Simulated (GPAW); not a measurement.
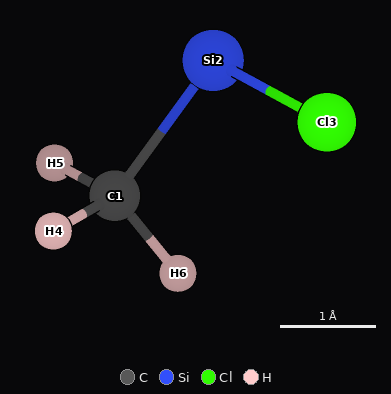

Fig. 1: The starting structure (ball-and-stick view, seen at a tilt; atoms are numbered from 1 in the order of the input).

Run report: CH₃ClSi, geometry relaxation (part 1 of 5)

System: CH₃ClSi, SMILES C[Si]Cl.
Method: optPBE-vdW/real-space grid, scalar-relativistic datasets (GPAW 26.7.0).

The geometry comes from this level: UFF from SMILES.

The input (run.py)
```python
from ase import Atoms
from ase.io import write
from ase.optimize import QuasiNewton
from gpaw import GPAW
from rdkit import Chem
from rdkit.Chem import AllChem

rd = Chem.AddHs(Chem.MolFromSmiles('C[Si]Cl'))
AllChem.EmbedMolecule(rd, randomSeed=517)
AllChem.UFFOptimizeMolecule(rd)
system = Atoms([a.GetSymbol() for a in rd.GetAtoms()], positions=rd.GetConformer().GetPositions())
write('start.xyz', system)
system.center(vacuum=4.5)

calculator = GPAW(mode='fd',
                  h=0.2,
                  xc={'name': 'optPBE-vdW', 'backend': 'libvdwxc'},
                  maxiter=120,
                  symmetry='off',
                  txt='-')
system.calc = calculator

opt = QuasiNewton(system, trajectory='ch3clsi.traj')
converged = opt.run(fmax=0.01, steps=60)
print('Converged:', converged)
print(f'Final energy = {system.get_potential_energy():.5f} eV')
write('relaxed.xyz', system)
```

Machine: 1 thread of Arm Neoverse V1, 24 GiB of memory available, shared host.

Launched with:
```bash
python3 -u run.py | tee run.out
```

The program's output
```
[00:00:00] UFFTYPER: Unrecognized charge state for atom: 1
[00:00:00] UFFTYPER: Unrecognized charge state for atom: 1
  __  _  _
 | _ |_)|_||  |
 |__||  | ||/\| - 26.7.0

units:  Angstrom and eV
cores:  1
OpenMP: False

Versions:
  Python: 3.12.14
  ASE:    3.29.0
  Numpy:  2.5.5
  Scipy:  1.18.1
  Libxc:  7.0.0

        _gpaw.cpython-312-aarch64-linux-gnu.so

Input parameters:
  mode=FD(),
  h=0.2,
  maxiter=120,
  symmetry=Symmetry(point_group=False, time_reversal=False),
  xc=XC(name='optPBE-vdW', backend='libvdwxc')

Diagonalizing LCAO Hamiltonian
Converting LCAO to fd mode
        .-------------------------------.
       /|                               |
      / |                               |
     /  |                               |
    /   |                               |
   /    |                               |
  /     |                               |
 *      |                               |
 |      |                               |
 |      |        H                      |
 |      |       H C   Si Cl             |
 |      |                               |
 |      |        H                      |
 |      .-------------------------------.
 |     /                               /
 |    /                               /
 |   /                               /
 |  /                               /
 | /                               /
 |/                               /
 *-------------------------------*

Atoms  # Å, Bohr magnetons
|   | symbol |        x |        y |        z |    initial magnetic moments |
|---|--------|----------|----------|----------|-----------------------------|
| 0 |      C | 5.414418 | 5.209821 | 5.352466 | ( 0.0000,  0.0000,  0.0000) |
| 1 |     Si | 6.923533 | 6.305955 | 5.275261 | ( 0.0000,  0.0000,  0.0000) |
| 2 |     Cl | 8.648699 | 5.124254 | 5.379478 | ( 0.0000,  0.0000,  0.0000) |
| 3 |      H | 5.417705 | 4.642766 | 6.305984 | ( 0.0000,  0.0000,  0.0000) |
| 4 |      H | 4.500000 | 5.835437 | 5.297286 | ( 0.0000,  0.0000,  0.0000) |
| 5 |      H | 5.429010 | 4.500000 | 4.500000 | ( 0.0000,  0.0000,  0.0000) |

Unit cell  # Å
| periodic |         x |         y |         z |   lengths |    angles |
|----------|-----------|-----------|-----------|-----------|-----------|
|       no | 13.148699 |  0.000000 |  0.000000 | 13.148699 | 90.000000 |
|       no |  0.000000 | 10.805955 |  0.000000 | 10.805955 | 90.000000 |
|       no |  0.000000 |  0.000000 | 10.805984 | 10.805984 | 90.000000 |

Number of symmetries: 1
Symmetry operations  # r_c * U_cc + t_c -> r_c
|   | kind |            matrix            |
|---|------|------------------------------|
| 0 |  E   |  1, 0, 0,  0, 1, 0,  0, 0, 1 |

BZ-sampling:
  Number of BZ points: 1
  Number of IBZ points: 1

  Monkhorst-Pack size: [1, 1, 1]
  Monkhorst-Pack shift: [0, 0, 0]

K-points  # in reciprocal-cell coordinates
|   |                                coordinates |     weight |
|---|--------------------------------------------|------------|
| 0 | (  0.00000000,   0.00000000,   0.00000000) | 1.00000000 |

Uniform wave function grid shape: (np.int64(63), np.int64(55), np.int64(55))
Spin-components: 1 (collinear spins)
Bands:           15
Projectors:      24
Spin-degeneracy: 2
Datatype:        float64

  Storage: CPU
  Wave functions: 22_869_000 bytes (22_869_000 per core)

Parallelization:
  kpt:    1
  domain: 1
  band:   1

Density:
  Valence electrons: 18.0
  Components: 1
  Grid points: [64 56 56]
  Charge: 0.0  # |e|

Potential:
  Grid points: [64 56 56]

species:
  C:
    name:    Carbon
    Z:       6.0
    valence: 4
    core:    2
    charge:  0.0  # [|e|]
    file:    C.PBE.gz
    compensation charges:
      type: gauss
      rc: 0.20  # [Å]
      lmax: 2
    cutoffs:
      filter: 1.14  # [Å]
      core: 1.14  # [Å]
    projectors
    | kind |    occ | energy [eV] | rcut [Å] |
    |------|--------|-------------|----------|
    |   2s |  2.000 |     -13.751 |    0.635 |
    |   2p |  2.000 |      -5.284 |    0.635 |
    |    s |        |      13.461 |    0.635 |
    |    p |        |      21.927 |    0.635 |
    |    d |        |       0.000 |    0.635 |

    Using partial waves for C as LCAO basis

  Si:
    name:    Silicon
    Z:       14.0
    valence: 4
    core:    10
    charge:  0.0  # [|e|]
    file:    Si.PBE.gz
    compensation charges:
      type: gauss
      rc: 0.33  # [Å]
      lmax: 2
    cutoffs:
      filter: 1.86  # [Å]
      core: 2.06  # [Å]
    projectors
    | kind |    occ | energy [eV] | rcut [Å] |
    |------|--------|-------------|----------|
    |   3s |  2.000 |     -10.812 |    1.058 |
    |   3p |  2.000 |      -4.081 |    1.058 |
    |    s |        |      16.399 |    1.058 |
    |    p |        |      23.130 |    1.058 |
    |    d |        |       0.000 |    1.058 |

    Using partial waves for Si as LCAO basis

  Cl:
    name:    Chlorine
    Z:       17.0
    valence: 7
    core:    10
    charge:  0.0  # [|e|]
    file:    Cl.PBE.gz
    compensation charges:
      type: gauss
      rc: 0.25  # [Å]
      lmax: 2
    cutoffs:
      filter: 1.40  # [Å]
      core: 1.49  # [Å]
    projectors
    | kind |    occ | energy [eV] | rcut [Å] |
    |------|--------|-------------|----------|
    |   3s |  2.000 |     -20.689 |    0.794 |
    |   3p |  5.000 |      -8.594 |    0.794 |
    |    s |        |       6.523 |    0.794 |
    |    p |        |      18.617 |    0.794 |
    |    d |        |       0.000 |    0.794 |

    Using partial waves for Cl as LCAO basis

  H:
    name:    Hydrogen
    Z:       1.0
    valence: 1
    core:    0
    charge:  0.0  # [|e|]
    file:    H.PBE.gz
    compensation charges:
      type: gauss
      rc: 0.15  # [Å]
      lmax: 2
    cutoffs:
      filter: 0.85  # [Å]
      core: 0.53  # [Å]
    projectors
    | kind |    occ | energy [eV] | rcut [Å] |
    |------|--------|-------------|----------|
    |   1s |  1.000 |      -6.494 |    0.476 |
    |    s |        |      20.717 |    0.476 |
    |    p |        |       0.000 |    0.476 |

    Using partial waves for H as LCAO basis

Reference energy: -21506.392248  # eV

eigensolver:
  PPCG
  Converge bands: occupied
  niter=2

density mixing:
  MSR1-Mixer
  Pratt-step length: 0.05
  Maximum mixing coefficient: 0.75
  Old densities: 10
  SVD Regularization: 0.005
  Good broyden scale: 1.0
  Trust region scale: 1.0
  Backstep threshold: 4.0
  History deletion threshold: 6.0
  Fourier metric: weight=20.0, sigma=0.015

occupation numbers:
  # Zero width

FastPoissonSolver using
    Stencil: 6*3+1=19 point O(h^6) finite-difference Laplacian
    FFT axes: []
    FST axes: [np.int64(1), np.int64(2), np.int64(0)]

xc functional:
  name: vdW-optPBE with libvdwxc
  Mode: serial
  Semilocal: GGA_X_OPTPBE_VDW+LDA_C_PW with 2 nearest neighbor stencil
  Corresponding non-local functional: vdW-DF
  Local blocksize: 128 x 112 x 112
  PAW datasets: PBE
interpolation: tri-quintic # 5. degree polynomial

Initialization done in: 3.292 s

convergence criteria:
- Maximum [total energy] change in last 3 cyles: 0.0005 eV / valence electron
- Maximum integral of absolute [dens]ity change: 0.0001 electrons / valence electron
- Maximum integral of absolute [eigenst]ate change: 4e-08 eV^2 / valence electron
maximum number of iterations: 120

SCF iterations
|iter     |     time |      energy | eigst |  dens |
|---------|----------|-------------|-------|-------|
|iter:   1| 00:00:04 |  -49.763069 | +1.01 |       |
|iter:   2| 00:00:07 |  -49.130135 | -0.12 | -0.69 |
|iter:   3| 00:00:09 |  -46.532593 | +0.32 | -0.73 |
|iter:   4| 00:00:12 |  -46.484383 | -0.35 | -1.30 |
|iter:   5| 00:00:15 |  -46.479174 | -1.22 | -1.66 |
|iter:   6| 00:00:18 |  -46.479290c| -2.04 | -2.18 |
|iter:   7| 00:00:21 |  -46.479581c| -2.83 | -2.56 |
|iter:   8| 00:00:24 |  -46.479636c| -3.53 | -3.03 |
|iter:   9| 00:00:26 |  -46.479641c| -4.33 | -3.69 |
|iter:  10| 00:00:29 |  -46.479642c| -5.07 | -4.02c|
|iter:  11| 00:00:32 |  -46.479642c| -5.70 | -4.52c|
|iter:  12| 00:00:35 |  -46.479642c| -6.33 | -4.78c|
|iter:  13| 00:00:38 |  -46.479642c| -6.94 | -5.29c|
|iter:  14| 00:00:41 |  -46.479642c| -7.55c| -5.54c|

Converged in 14 steps
SCF loop duration: 37.180 s (2.656 s/step)
Energy contributions relative to reference atoms: (reference = -21506.392248)

Energy contributions:
  Kinetic:          30.348600
  Coulomb:         -33.233745
  Zero:              0.232489
  External:          0.000000
  Xc:              -43.826986
  Entropy:           0.000000
  Spinorbit:         0.000000
  ----------------------------
  Free energy:     -46.479642
  Extrapolated:    -46.479642

dipole moment: (-0.389992, -0.095954, 0.004954)  # |e|*Ang

Fermi level: -4.475
Eigenvalues  # (at kpt = [0.000, 0.000, 0.000])
| band index |      eig [eV] | occ [0-2] |
|------------|---------------|-----------|
|          0 |       -20.716 |     2.000 |
|          1 |       -17.704 |     2.000 |
|          2 |       -11.997 |     2.000 |
|          3 |       -10.575 |     2.000 |
|          4 |       -10.516 |     2.000 |
|          5 |        -9.121 |     2.000 |
|          6 |        -8.446 |     2.000 |
|          7 |        -8.201 |     2.000 |
|          8 |        -5.518 |     2.000 |
|          9 |        -3.432 |     0.000 |
|         10 |        -0.915 |     0.000 |
|         11 |        -0.770 |     0.000 |
|         12 |         0.102 |     0.000 |
|         13 |         0.219 |     0.000 |
|         14 |         0.337 |     0.000 |

Gap: 2.086 eV
Transition (v -> c):
  (s=0, k=0, n=8, [0.00, 0.00, 0.00]) -> (s=0, k=0, n=9, [0.00, 0.00, 0.00])
No difference between direct/indirect transitions
vacuum-level: 0.000  # V

Forces  # eV/Ang
|        x |        y |        z |
|----------|----------|----------|
| -0.23643 | -0.66151 |  0.04079 |  # C    0
|  0.10879 |  1.56067 | -0.12863 |  # Si   1
|  0.06093 | -0.63204 |  0.06453 |  # Cl   2
| -0.14121 | -0.05469 | -0.28055 |  # H    3
|  0.30891 | -0.20186 |  0.02100 |  # H    4
| -0.14281 | -0.01690 |  0.27359 |  # H    5

Force computation time: 0.055  # s
                Step[ FC]     Time          Energy          fmax
BFGSLineSearch:    0[  0] 00:00:41      -46.479642       1.5697
        .-------------------------------.
       /|                               |
      / |                               |
     /  |                               |
    /   |                               |
   /    |                               |
  /     |                               |
 *      |                               |
 |      |                               |
 |      |        H    Si                |
 |      |       HC       Cl             |
 |      |                               |
 |      |        H                      |
 |      .-------------------------------.
 |     /                               /
 |    /                               /
 |   /                               /
 |  /                               /
 | /                               /
 |/                               /
 *-------------------------------*

Atoms  # Å, Bohr magnetons
|   | symbol |        x |        y |        z |    initial magnetic moments |
|---|--------|----------|----------|----------|-----------------------------|
| 0 |      C | 5.390775 | 5.143671 | 5.356546 | ( 0.0000,  0.0000,  0.0000) |
| 1 |     Si | 6.934412 | 6.462022 | 5.262399 | ( 0.0000,  0.0000,  0.0000) |
| 2 |     Cl | 8.654791 | 5.061051 | 5.385930 | ( 0.0000,  0.0000,  0.0000) |
| 3 |      H | 5.403584 | 4.637298 | 6.277929 | ( 0.0000,  0.0000,  0.0000) |
| 4 |      H | 4.530891 | 5.815251 | 5.299386 | ( 0.0000,  0.0000,  0.0000) |
| 5 |      H | 5.414729 | 4.498310 | 4.527359 | ( 0.0000,  0.0000,  0.0000) |

Unit cell  # Å
| periodic |         x |         y |         z |   lengths |    angles |
|----------|-----------|-----------|-----------|-----------|-----------|
|       no | 13.148699 |  0.000000 |  0.000000 | 13.148699 | 90.000000 |
|       no |  0.000000 | 10.805955 |  0.000000 | 10.805955 | 90.000000 |
|       no |  0.000000 |  0.000000 | 10.805984 | 10.805984 | 90.000000 |

Initialization done in: 2.329 s

convergence criteria:
- Maximum [total energy] change in last 3 cyles: 0.0005 eV / valence electron
- Maximum integral of absolute [dens]ity change: 0.0001 electrons / valence electron
- Maximum integral of absolute [eigenst]ate change: 4e-08 eV^2 / valence electron
maximum number of iterations: 120

SCF iterations
|iter     |     time |      energy | eigst |  dens |
|---------|----------|-------------|-------|-------|
|iter:   1| 00:00:43 |  -49.107041 | +0.15 |       |
|iter:   2| 00:00:46 |  -48.939851 | -0.92 | -1.29 |
|iter:   3| 00:00:49 |  -47.762917 | -0.58 | -1.33 |
|iter:   4| 00:00:52 |  -47.037785 | -1.16 | -1.79 |
|iter:   5| 00:00:55 |  -46.585406 | -2.14 | -2.19 |
|iter:   6| 00:00:58 |  -46.383197 | -2.89 | -2.66 |
|iter:   7| 00:01:00 |  -46.364260 | -3.73 | -3.24 |
|iter:   8| 00:01:03 |  -46.356917 | -4.46 | -3.62 |
|iter:   9| 00:01:06 |  -46.355133 | -5.22 | -4.03c|
|iter:  10| 00:01:09 |  -46.355442c| -5.91 | -4.51c|
|iter:  11| 00:01:12 |  -46.355514c| -6.55 | -5.02c|
|iter:  12| 00:01:14 |  -46.355638c| -7.18 | -5.46c|
|iter:  13| 00:01:17 |  -46.355630c| -7.56c| -5.94c|

Converged in 13 steps
SCF loop duration: 34.081 s (2.622 s/step)
Energy contributions relative to reference atoms: (reference = -21506.392248)

Energy contributions:
  Kinetic:          26.460933
  Coulomb:         -29.840630
  Zero:              0.236990
  External:          0.000000
  Xc:              -43.212923
  Entropy:           0.000000
  Spinorbit:         0.000000
  ----------------------------
  Free energy:     -46.355630
  Extrapolated:    -46.355630

dipole moment: (-0.419149, 0.130762, -0.013368)  # |e|*Ang

Fermi level: -4.903
Eigenvalues  # (at kpt = [0.000, 0.000, 0.000])
| band index |      eig [eV] | occ [0-2] |
|------------|---------------|-----------|
|          0 |       -20.157 |     2.000 |
|          1 |       -17.499 |     2.000 |
|          2 |       -11.819 |     2.000 |
|          3 |       -10.611 |     2.000 |
|          4 |       -10.389 |     2.000 |
|          5 |        -8.522 |     2.000 |
|          6 |        -8.042 |     2.000 |
|          7 |        -7.829 |     2.000 |
|          8 |        -5.970 |     2.000 |
|          9 |        -3.836 |     0.000 |
|         10 |        -1.389 |     0.000 |
|         11 |        -0.829 |     0.000 |
|         12 |        -0.140 |     0.000 |
|         13 |         0.333 |     0.000 |
|         14 |         0.427 |     0.000 |

Gap: 2.134 eV
Transition (v -> c):
  (s=0, k=0, n=8, [0.00, 0.00, 0.00]) -> (s=0, k=0, n=9, [0.00, 0.00, 0.00])
No difference between direct/indirect transitions
vacuum-level: 0.000  # V
```
